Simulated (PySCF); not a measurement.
# C$_{5}$H$_{8}$N$_{2}$Si (SMILES Cc1cnncc1[SiH3]): what the fields show

Input file:

```
{"job": {"kind": "uv", "xc": "PBE0", "basis": "def2-SVPD", "nstates": 8, "ntriplets": 3}, "charge": 0, "multiplicity": 1}
C      0.162354    -1.860015    -0.185473
C     -0.526392    -0.538106    -0.254069
C     -1.847340    -0.432150    -0.700120
N     -2.501486     0.707723    -0.779454
N     -1.919423     1.817137    -0.432555
C     -0.675595     1.802351    -0.001505
C      0.104340     0.647125     0.119699
Si     1.883764     0.730295     0.749682
H     -0.495850    -2.659529    -0.517786
H      0.479584    -2.065504     0.836123
H      1.053389    -1.852927    -0.812027
H     -2.405879    -1.306649    -1.007870
H     -0.273143     2.770588     0.264436
H      1.989334    -0.085194     1.961961
H      2.193529     2.128659     1.038211
H      2.771215     0.205138    -0.290664
```

Command:

```sh
OMP_NUM_THREADS=1 python probes_run.py task.json out
```

Geometry: GFN2-xTB.

Method: PBE0/def2-SVPD, SCF density, gas phase in PySCF 2.14.0.

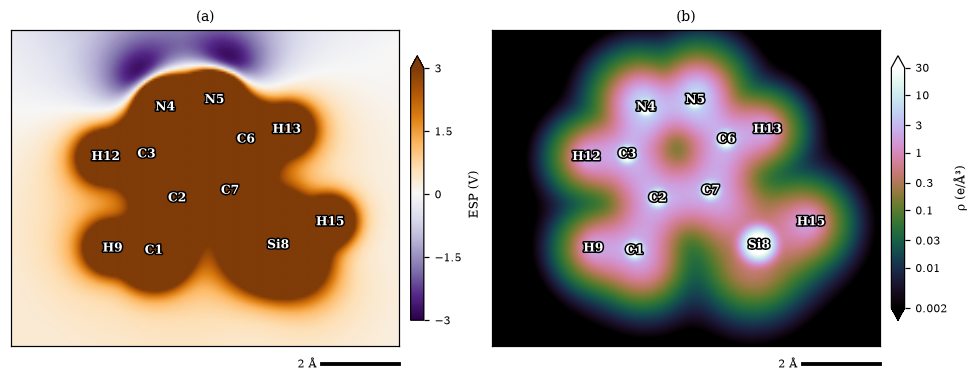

Figure 1. (a) electrostatic potential; (b) electron density on the plane of atoms C2, C3 and N4.

Question: Describe what can be read from this map.

Answer:
- The section cuts through C, N, Si and H sites.
- N–N (1.30 Å): ρ is about 2.8 e/Å³ halfway.
- C–N (1.32 Å): ρ is about 2.6 e/Å³ halfway.
- C–C (1.39 Å): the density is about 2.1 e/Å³ at the midpoint.
- C–Si (1.89 Å): the density is about 0.94 e/Å³ at the midpoint.
- C–H (1.08 Å): ρ at the midpoint is about 2 e/Å³.
- Outside the dense part of the molecule the potential is most negative (−2.8 V) near N5.

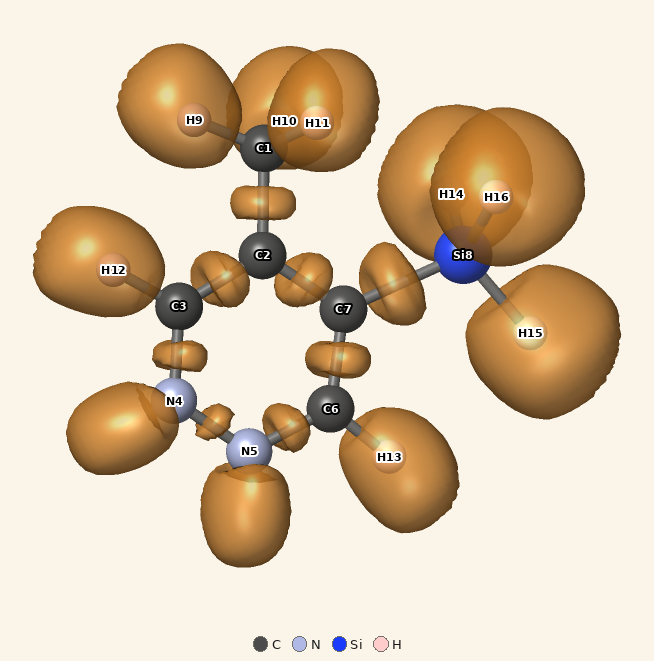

Figure 2. Isosurface of the electron localisation function at 0.8 (orange), seen at a tilt. Core shells and regions of very low density are left out.

Question: Where are the electrons localised?

Answer: The ELF exceeds this value in four regions between bonded C–C atoms (shared pairs), two regions between bonded C–N atoms (shared pairs), one region between bonded C–Si atoms (shared pairs), one region between bonded N–N atoms (shared pairs), eight regions around hydrogen nuclei and two lobes on N, pointing away from the bonds (lone pairs). Along the contacts the grid gives the following. N–N (1.30 Å): the ELF peaks at about 0.90 between the atoms; localised, covalent bonding. C–N (1.32 Å): the ELF peaks at about 0.90 between the atoms, as expected for a covalent bond.

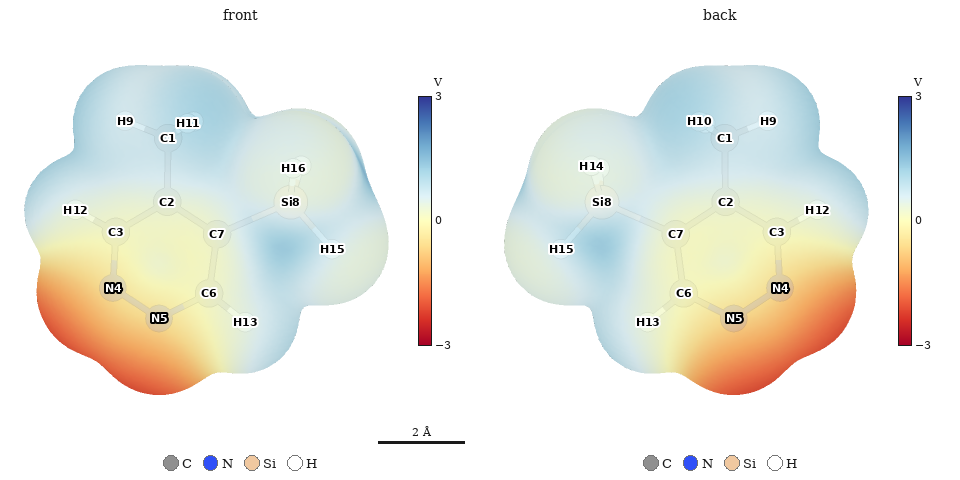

Figure 3. The molecular electrostatic potential painted on the density surface at 0.002 e/bohr³, seen from the front and from behind; the colour scale runs from red (negative) to blue (positive).

Question: Describe the electrostatic potential map.

Answer: The most negative region (about −2.0 V) lies over N4 and N5, the most positive (about +1.4 V) over Si8.

Question: How polar is the molecule by this calculation?

Answer: Its dipole moment is 4.51 D.
